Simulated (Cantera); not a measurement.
A closed system holds: 1 mol C₂H₄, 0.07 mol O₂, 0.49 mol H₂, equilibrated at 0.230 bar.

Cantera equilibrium calculation (NASA polynomials, part measured and part estimated; ideal gas, pure solids and liquids). Candidate condensed phases: C, C₆H₆, C₇H₈, C₈H₁₈, H₂O; 110 gas species. The numbers say what is thermodynamically allowed, not how fast it happens.

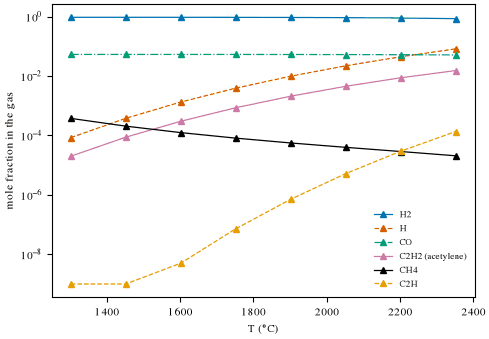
Figure: Equilibrium gas composition (values under 1e-9 drawn at 1e-9)

From 1302 °C to 2352 °C the condensed part is C(graphite). The main C-bearing gas is CO throughout. The share of C in condensed phases is highest at 1452 °C (93.0 %) and lowest at 2352 °C (88.7 %).
